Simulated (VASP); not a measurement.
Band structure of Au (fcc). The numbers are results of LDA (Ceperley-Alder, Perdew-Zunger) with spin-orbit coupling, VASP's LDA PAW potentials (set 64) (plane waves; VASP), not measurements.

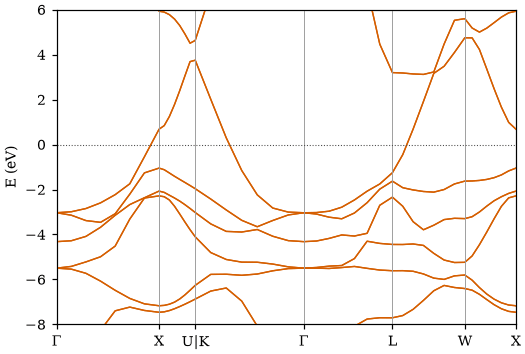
Bands along high-symmetry lines, zero at the valence-band maximum or, without a gap, the Fermi level

Question: Read the plot: is there a gap, and where are the band edges?

Answer: It has no gap at this level: it comes out as a metal or semimetal.

The compound is Au in the fcc structure. It was relaxed first.
